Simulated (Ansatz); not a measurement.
# Computed map of one atom of the cell: PbS (rock salt)

PbS (rock salt)

```
PbS
1.0
    0.00000     2.98725     2.98725
    2.98725     0.00000     2.98725
    2.98725     2.98725     0.00000
S Pb
1 1
Direct
  0.00000   0.00000   0.00000
  0.50000   0.50000   0.50000
```

Two-dimensional scan of atom 2 (Pb, nearest neighbour S at 2.987 Å; its periodic images, 4.2 Å or more away, move with it): u runs along (0.707, 0.707, 0.000), v along (0.000, 0.000, 1.000) (Cartesian). Cell and other atoms are fixed.

Computed with r2SCAN (plane waves to 500 eV, PAW, scalar-relativistic; Ansatz, a quantum-chemistry and plane-wave program). k mesh 8×8×8 (Γ-centred), Fermi-Dirac smearing 0.05 eV. The energy includes the smearing's −TS. Fu and Fv are the components of the force on the atom. PbS was relaxed with its symmetry unable to fall. Spin-orbit coupling is left out, though Pb is heavy. The zero of ΔE is the undisplaced structure. Axes are in Å.

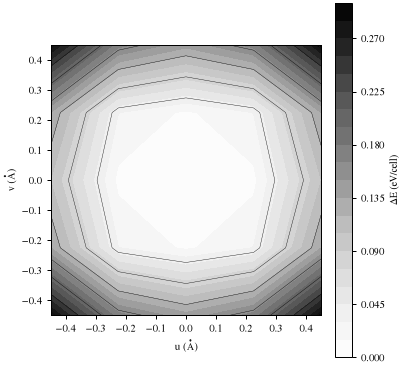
ΔE (eV/cell) over the 5×5 grid of computed points.

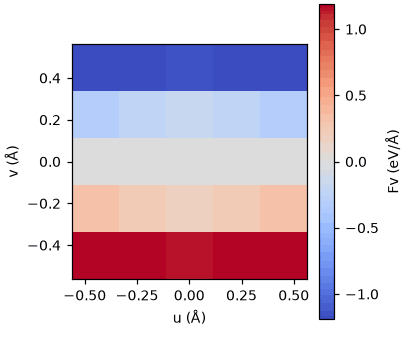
Figure. Fv (eV/Å) over the 5×5 grid of computed points.

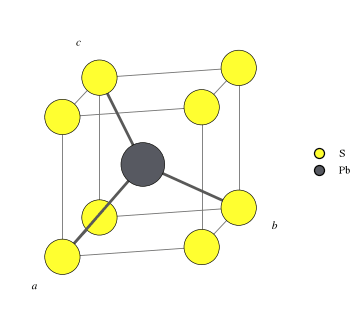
Figure: The cell of the calculation at u = -0.450 Å, v = -0.450 Å.

Highest place on the grid, met at several equal points: u = -0.450 Å, v = -0.450 Å; u = 0.450 Å, v = -0.450 Å; u = -0.450 Å, v = 0.450 Å; u = 0.450 Å, v = 0.450 Å (288.3 meV/cell). Lowest place on the grid: u = 0.000 Å, v = 0.000 Å (0.0 meV/cell).

(For displaced atoms, the force is minus the slope of the energy, and its curvature is a force constant, which sets phonon frequencies.)
